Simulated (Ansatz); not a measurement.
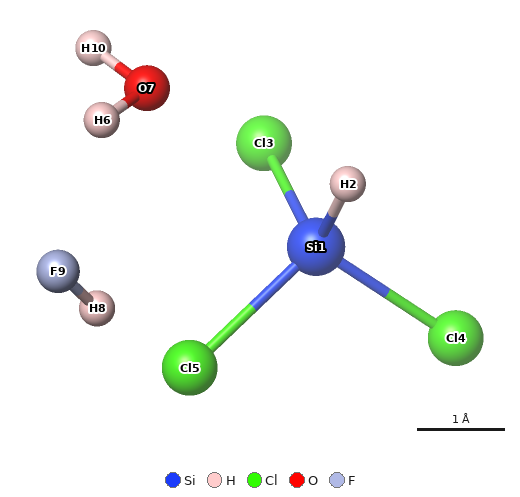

Figure 1. The starting structure (ball-and-stick view, seen at a tilt; atoms are numbered from 1 in the order of the input).

# Nudged elastic band of SiH₄Cl₃OF

System: SiH₄Cl₃OF.
Method: RKS PBE0-D4/def2-SVP (Ansatz 0.2.0).

Figures and captions count atoms from 1; the log counts them from 0 in places.

## The input
```yaml
crystal:
  periodic: [false, false, false]
  atoms:
    - {symbol: Si, position_ang: [-0.301396, -1.557899, 0.060651]}
    - {symbol: H, position_ang: [0.900356, -1.189051, 0.805643]}
    - {symbol: Cl, position_ang: [-0.001262, -1.743273, -1.935281]}
    - {symbol: Cl, position_ang: [-0.980910, -3.347410, 0.755890]}
    - {symbol: Cl, position_ang: [-1.825644, -0.210520, 0.403074]}
    - {symbol: H, position_ang: [1.007729, 1.736794, -0.103122]}
    - {symbol: O, position_ang: [1.220806, 0.944082, -0.609410]}
    - {symbol: H, position_ang: [-0.873406, 1.688611, 1.007198]}
    - {symbol: F, position_ang: [-0.374452, 2.464336, 1.145390]}
    - {symbol: H, position_ang: [1.228180, 1.214430, -1.530034]}
basis:
  gaussian: {orbitals: def2-SVP}
hamiltonian: {xc: pbe0, dispersion: d4}
neb:
  images: 5
  climbing: true
  max_iterations: 40
  initial_path: idpp
  final_atoms:
    - {symbol: Si, position_ang: [-0.273159, -1.019539, -0.951157]}
    - {symbol: H, position_ang: [-0.457949, 0.151675, 2.673215]}
    - {symbol: Cl, position_ang: [-0.021307, -1.751965, -2.820919]}
    - {symbol: Cl, position_ang: [0.037559, -2.517352, 0.372783]}
    - {symbol: Cl, position_ang: [-2.105759, -0.228329, -0.729135]}
    - {symbol: H, position_ang: [0.415514, 1.755729, 0.037352]}
    - {symbol: O, position_ang: [0.778136, 0.204058, -0.683860]}
    - {symbol: H, position_ang: [-0.355681, 0.824830, 2.365555]}
    - {symbol: F, position_ang: [0.263759, 2.566862, 0.474400]}
    - {symbol: H, position_ang: [1.718888, 0.014133, -0.738233]}
```

Hardware: 8 threads of Arm Neoverse V1, 23 GiB of memory available, shared host.

Command:
```bash
ansatz run in.yaml --threads 8 --pin off --events-out ev --progress --plain --max-ram 19148MiB
```

## Output
```
Functional definition: PBE0
  name "PBE0"
  cite "Adamo & Barone, J. Chem. Phys. 110, 6158 (1999) doi:10.1063/1.478522"
  cite "Perdew, Burke & Ernzerhof, Phys. Rev. Lett. 77, 3865 (1996) doi:10.1103/PhysRevLett.77.3865"
  parent pbe
  parameter a = 0.25
  parameter kappa = 0.804
  parameter beta = 0.06672455060314922
  exchange = (1 - a)*pbe_x(kappa = kappa, mu = beta*pi^2/3) + a*exact_x
  correlation = pbe_c(beta = beta)
1195 factors; integrals over basis functions are off by at most 4.2e-4 eV
mean field evaluation 1: about -50235.9051 eV, gradient 5.2e1 eV
mean field evaluation 2: about -50232.5175 eV, gradient 6.8e1 eV
mean field evaluation 4: about -50240.4276 eV, gradient 1.9e0 eV
mean field evaluation 8: about -50240.4477 eV, gradient 4.2e-2 eV
mean field evaluation 16: about -50240.4477 eV, gradient 1.4e-5 eV
mean field -50240.44769488 eV, -1846.3023985882 hartree, gradient 1.4e-5 eV, S^2 0.000000; 0 other end points of the search recorded, 0 dependent functions left out
the calculation of the forces begins
reference -50240.44771840 eV, -1846.3023994528 hartree; 43, 43 occupied and 77, 77 virtual orbitals, 1195 factors
1201 factors; integrals over basis functions are off by at most 1.1e-3 eV
mean field evaluation 32: about -50240.9952 eV, gradient 4.8e-5 eV
mean field -50240.99524679 eV, -1846.3225207498 hartree, gradient 4.8e-5 eV, S^2 0.000000; 0 other end points of the search recorded, 0 dependent functions left out
[... from here on the field's lines of each further geometry are left out, up to the last ...]
WARN: NEB end point (image 0): max|allowed force component| = 3.437e-1 eV/Å (the criterion of neb.relax_end_points is 1.000e-2). That is over neb.f_tol: it is no minimum, so the barrier can be far off. Relax it first
WARN: NEB end point (image 6): max|allowed force component| = 5.150e-1 eV/Å (the criterion of neb.relax_end_points is 1.000e-2). That is over neb.f_tol: it is no minimum, so the barrier can be far off. Relax it first
NEB iter   1: max|band force component| = 5.043e0 eV/Å  barrier→ = 8.2154 eV  barrier← = 8.7778 eV  Δτ_max = 0.2000 Å  (195 SCF iters)
NEB iter   2: max|band force component| = 5.074e0 eV/Å  barrier→ = 6.4004 eV  barrier← = 6.9628 eV  Δτ_max = 0.2000 Å  (151 SCF iters)
NEB iter   3: max|band force component| = 1.211e1 eV/Å  barrier→ = 4.5003 eV  barrier← = 5.0627 eV  Δτ_max = 0.1011 Å  (161 SCF iters)
NEB iter   4: max|band force component| = 2.883e0 eV/Å  barrier→ = 3.5248 eV  barrier← = 4.0872 eV  Δτ_max = 0.2000 Å  (146 SCF iters)
NEB iter   5: max|band force component| = 7.248e0 eV/Å  barrier→ = 3.1642 eV  barrier← = 3.7267 eV  Δτ_max = 0.1017 Å  (149 SCF iters)
NEB iter   6: max|band force component| = 1.545e0 eV/Å  barrier→ = 2.3964 eV  barrier← = 2.9588 eV  Δτ_max = 0.2000 Å  (142 SCF iters)
NEB iter   7: max|band force component| = 1.327e0 eV/Å  barrier→ = 1.5497 eV  barrier← = 2.1121 eV  Δτ_max = 0.2000 Å  (143 SCF iters)
NEB iter   8: max|band force component| = 1.338e0 eV/Å  barrier→ = 0.8655 eV  barrier← = 1.4279 eV  Δτ_max = 0.1030 Å  (141 SCF iters)
NEB iter   9: max|band force component| = 6.273e-1 eV/Å  barrier→ = 0.6929 eV  barrier← = 1.2553 eV  CI = image 3  Δτ_max = 0.1951 Å  (142 SCF iters)
NEB iter  10: max|band force component| = 8.655e-1 eV/Å  barrier→ = 0.7469 eV  barrier← = 1.3093 eV  CI = image 3  Δτ_max = 0.1010 Å  (144 SCF iters)
NEB iter  11: max|band force component| = 6.480e-1 eV/Å  barrier→ = 0.6948 eV  barrier← = 1.2572 eV  CI = image 3  Δτ_max = 0.2000 Å  (143 SCF iters)
NEB iter  12: max|band force component| = 6.994e-1 eV/Å  barrier→ = 0.7437 eV  barrier← = 1.3061 eV  CI = image 3  Δτ_max = 0.1002 Å  (141 SCF iters)
NEB iter  13: max|band force component| = 5.911e-1 eV/Å  barrier→ = 0.7450 eV  barrier← = 1.3075 eV  CI = image 3  Δτ_max = 0.2000 Å  (145 SCF iters)
NEB iter  14: max|band force component| = 5.750e-1 eV/Å  barrier→ = 0.7997 eV  barrier← = 1.3621 eV  CI = image 3  Δτ_max = 0.2000 Å  (143 SCF iters)
NEB iter  15: max|band force component| = 5.660e-1 eV/Å  barrier→ = 0.8496 eV  barrier← = 1.4121 eV  CI = image 3  Δτ_max = 0.1562 Å  (144 SCF iters)
NEB iter  16: max|band force component| = 6.502e-1 eV/Å  barrier→ = 0.8768 eV  barrier← = 1.4392 eV  CI = image 3  Δτ_max = 0.0970 Å  (140 SCF iters)
NEB iter  17: max|band force component| = 4.141e-1 eV/Å  barrier→ = 0.9021 eV  barrier← = 1.4645 eV  CI = image 3  Δτ_max = 0.0672 Å  (141 SCF iters)
NEB iter  18: max|band force component| = 3.688e-1 eV/Å  barrier→ = 0.9058 eV  barrier← = 1.4682 eV  CI = image 3  Δτ_max = 0.0696 Å  (143 SCF iters)
NEB iter  19: max|band force component| = 1.744e-1 eV/Å  barrier→ = 0.8838 eV  barrier← = 1.4463 eV  CI = image 3  Δτ_max = 0.0562 Å  (142 SCF iters)
NEB iter  20: max|band force component| = 1.961e-1 eV/Å  barrier→ = 0.8727 eV  barrier← = 1.4351 eV  CI = image 3  Δτ_max = 0.0283 Å  (141 SCF iters)
NEB iter  21: max|band force component| = 1.528e-1 eV/Å  barrier→ = 0.8710 eV  barrier← = 1.4335 eV  CI = image 3  Δτ_max = 0.0567 Å  (143 SCF iters)
NEB iter  22: max|band force component| = 8.572e-2 eV/Å  barrier→ = 0.8694 eV  barrier← = 1.4319 eV  CI = image 3  Δτ_max = 0.0516 Å  (140 SCF iters)
NEB iter  23: max|band force component| = 6.180e-2 eV/Å  barrier→ = 0.8691 eV  barrier← = 1.4315 eV  CI = image 3  Δτ_max = 0.0352 Å  (133 SCF iters)
the calculation of the forces begins
reference -50240.99257437 eV, -1846.3224225403 hartree; 43, 43 occupied and 77, 77 virtual orbitals, 1200 factors
these checks for a lower state are left out or cut short: stability, starts, cluster_reference, orbital_swaps, neighbouring_geometries, increment
1198 factors; integrals over basis functions are off by at most 1.1e-3 eV
mean field -50239.55892862 eV, -1846.2697370305 hartree, gradient 1.5e-6 eV, S^2 0.000000; 0 other end points of the search recorded, 0 dependent functions left out
the calculation of the forces begins
reference -50239.55895032 eV, -1846.2697378282 hartree; 43, 43 occupied and 77, 77 virtual orbitals, 1198 factors
NEB iter  24: max|band force component| = 2.933e-2 eV/Å  barrier→ = 0.8690 eV  barrier← = 1.4314 eV  CI = image 3  CI's point: of a kind that is not told: the force calls were inconclusive, a negative curvature could not be distinguished from the path's own, the only one lies far off the path, or fixed occupations may fill a level only in part  Δτ_max = 0.0000 Å  (1012 SCF iters)
```

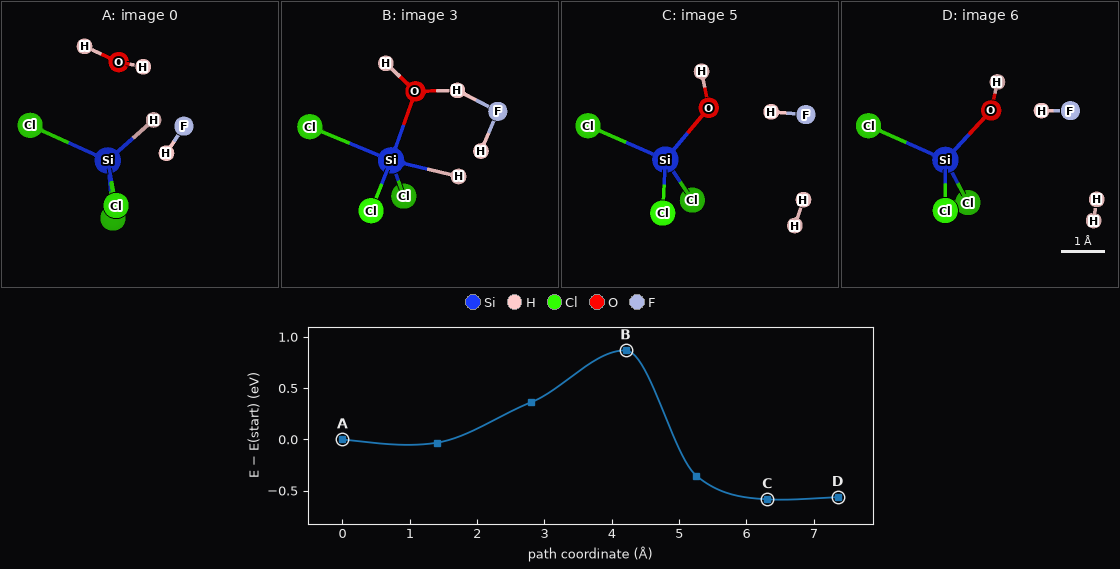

Figure 2. Images of the last band (counted from 0; ball-and-stick, seen at a tilt) above the energy along the path; the line is a cubic interpolation that uses the forces. The highest image is number 3, 0.869 eV above the start and 1.431 eV above the end (the climbing image); the end lies 0.562 eV below the start. The path is 7.36 Å long. The band converged in 24 iterations. The end points carry forces over 0.1 eV/Å, so they aren't fully relaxed minima and the barriers are approximate.

```
Total energy: -50239.83166261 eV, -1846.2797598199 hartree
Atom 0 at    -0.491292    -0.712848    -0.224399 Å, force     0.015353    -0.008089    -0.008864 eV/Å
Atom 1 at    -0.233135    -0.142958     1.322409 Å, force    -0.001829    -0.009474    -0.004028 eV/Å
Atom 2 at    -0.512128    -1.317356    -2.260238 Å, force    -0.004892     0.010129    -0.007639 eV/Å
Atom 3 at    -0.080234    -2.555447     0.604867 Å, force     0.000794     0.003581     0.017923 eV/Å
Atom 4 at    -2.401060     0.054365    -0.122499 Å, force    -0.009104     0.003012     0.003560 eV/Å
Atom 5 at     0.963725     1.247793     0.188641 Å, force    -0.005544     0.004523     0.021449 eV/Å
Atom 6 at     0.827532     0.412428    -0.607417 Å, force    -0.005377    -0.017036    -0.027614 eV/Å
Atom 7 at     0.158307     0.764458     1.421292 Å, force    -0.003943    -0.002441     0.005742 eV/Å
Atom 8 at     0.766803     1.737745     1.233219 Å, force     0.006311     0.012358    -0.004102 eV/Å
Atom 9 at     1.001485     0.511919    -1.555875 Å, force     0.008230     0.003437     0.003574 eV/Å
Dipole moment:     0.410427     0.392024    -0.095861 e Å
```

## The last band as extended XYZ (Å, eV, eV/Å)
```
10
Properties=species:S:1:pos:R:3:forces:R:3 image=0 energy=-50240.70063
Si   -0.3014   -1.5579    0.0607    0.2904   0.1591   0.1173
H     0.9004   -1.1891    0.8056    0.1146   0.0249   0.0805
Cl   -0.0013   -1.7433   -1.9353    0.0238  -0.0211  -0.3437
Cl   -0.9809   -3.3474    0.7559   -0.1244  -0.2670   0.0929
Cl   -1.8256   -0.2105    0.4031   -0.2476   0.1835   0.0301
H     1.0077    1.7368   -0.1031   -0.1383   0.1382   0.0615
O     1.2208    0.9441   -0.6094    0.0395  -0.3164   0.1484
H    -0.8734    1.6886    1.0072    0.0451   0.0441  -0.0183
F    -0.3745    2.4643    1.1454    0.0503  -0.0548  -0.0635
H     1.2282    1.2144   -1.5300   -0.0535   0.1095  -0.1052
10
Properties=species:S:1:pos:R:3:forces:R:3 image=1 energy=-50240.73249
Si   -0.2080   -1.1982   -0.0456    0.0078  -0.0291   0.0106
H     0.8200   -0.8969    0.9597    0.0620  -0.0501  -0.0253
Cl    0.2234   -1.7646   -1.9747   -0.0002  -0.0125   0.0049
Cl   -1.0616   -2.9236    0.7327   -0.0397  -0.0089  -0.0043
Cl   -1.8352    0.1324    0.0136    0.0331   0.0190   0.0399
H     0.8761    1.3966   -0.0848    0.0123   0.0023   0.0012
O     0.9779    0.7013   -0.7598    0.0182   0.0138  -0.0015
H    -0.6452    1.4950    1.3081   -0.0615   0.0386  -0.0336
F     0.1457    1.9724    1.4529   -0.0172   0.0043   0.0038
H     0.7068    1.0857   -1.6020   -0.0148   0.0226   0.0041
10
Properties=species:S:1:pos:R:3:forces:R:3 image=2 energy=-50240.33709
Si   -0.3899   -0.9573   -0.1164    0.0127  -0.0722   0.0262
H     0.2514   -0.4599    1.1429    0.1214  -0.0654  -0.0443
Cl    0.0140   -1.6107   -2.0667    0.0823  -0.0380   0.0399
Cl   -0.7231   -2.8449    0.7099   -0.1677  -0.0739   0.0075
Cl   -2.1915    0.0510   -0.2251    0.0473   0.0222   0.0005
H     0.8267    1.3694   -0.1289   -0.0078   0.0106  -0.0786
O     0.8240    0.5979   -0.7354   -0.0085   0.0596  -0.0278
H     0.1094    1.0744    1.6508    0.0143   0.0631   0.0577
F     0.4533    1.9195    1.4333   -0.0446   0.0205   0.0540
H     0.8256    0.8609   -1.6644   -0.0494   0.0733  -0.0350
10
Properties=species:S:1:pos:R:3:forces:R:3 image=3 energy=-50239.83164
Si   -0.4913   -0.7128   -0.2244    0.0154  -0.0081  -0.0089
H    -0.2331   -0.1430    1.3224   -0.0018  -0.0095  -0.0040
Cl   -0.5121   -1.3174   -2.2602   -0.0049   0.0101  -0.0076
Cl   -0.0802   -2.5554    0.6049    0.0008   0.0036   0.0179
Cl   -2.4011    0.0544   -0.1225   -0.0091   0.0030   0.0036
H     0.9637    1.2478    0.1886   -0.0055   0.0045   0.0214
O     0.8275    0.4124   -0.6074   -0.0054  -0.0170  -0.0276
H     0.1583    0.7645    1.4213   -0.0039  -0.0024   0.0057
F     0.7668    1.7377    1.2332    0.0063   0.0124  -0.0041
H     1.0015    0.5119   -1.5559    0.0082   0.0034   0.0036
10
Properties=species:S:1:pos:R:3:forces:R:3 image=4 energy=-50241.05468
Si   -0.5337   -0.8255   -0.6326   -0.0342  -0.0833  -0.2387
H    -0.2194   -0.1457    1.8201    0.0003   0.0073   0.2983
Cl   -0.6613   -1.4473   -2.5749   -0.0709  -0.1015  -0.2031
Cl   -0.1108   -2.4521    0.5111   -0.0149   0.0767  -0.0292
Cl   -2.3069    0.0253   -0.1304    0.0668  -0.0334  -0.0079
H     1.0010    1.4570    0.3951    0.0175   0.1302   0.1216
O     0.7227    0.2678   -0.6657   -0.0683  -0.0843  -0.0385
H     0.0664    0.5582    1.7617   -0.0673  -0.1136   0.1977
F     1.0188    2.1031    1.0797    0.1391   0.2343  -0.1023
H     1.0231    0.4594   -1.5641    0.0319  -0.0324   0.0020
10
Properties=species:S:1:pos:R:3:forces:R:3 image=5 energy=-50241.28431
Si   -0.5914   -0.8120   -0.9084    0.0022   0.0034  -0.0122
H    -0.1922   -0.1650    2.4775    0.0057   0.0019   0.0275
Cl   -0.8349   -1.3982   -2.8471   -0.0018  -0.0004  -0.0074
Cl   -0.0785   -2.4297    0.2099   -0.0003  -0.0036  -0.0135
Cl   -2.2803    0.0370   -0.1893   -0.0053   0.0014  -0.0050
H     0.8852    1.5265    0.3535   -0.0105   0.0065  -0.0067
O     0.5974    0.3406   -0.8630   -0.0046  -0.0035   0.0019
H     0.1368    0.4846    2.2544    0.0031  -0.0016   0.0210
F     1.0637    2.1340    1.0404    0.0020   0.0087  -0.0082
H     1.2943    0.2824   -1.5277    0.0095  -0.0128   0.0025
10
Properties=species:S:1:pos:R:3:forces:R:3 image=6 energy=-50241.26306
Si   -0.6248   -0.7292   -1.0472   -0.2817  -0.1935  -0.0417
H     0.0389   -0.3701    2.6908   -0.1209  -0.4663   0.1373
Cl   -0.8413   -1.0625   -3.0316   -0.0382  -0.0438  -0.3137
Cl   -0.3955   -2.5114   -0.1177    0.0360  -0.2772   0.1610
Cl   -2.2018    0.2721   -0.3096   -0.2800   0.1623   0.1193
H     0.7527    1.6166    0.2768   -0.0042   0.0681   0.0384
O     0.6762    0.2245   -0.7792    0.3815   0.4000   0.1457
H     0.2180    0.3295    2.4993    0.1394   0.5150  -0.2029
F     0.8393    2.3252    0.8788   -0.0257  -0.1406  -0.0058
H     1.5383   -0.0945   -1.0604    0.1939  -0.0240  -0.0375
```

## Key numbers

```tsv
quantity	value
outcome	converged
barrier, forward	0.869 eV
barrier, backward	1.431 eV
dipole moment (one image of the band)	2.76 D
wall time	3 min (CPU time 21 min)
peak memory	0.58 GiB
```
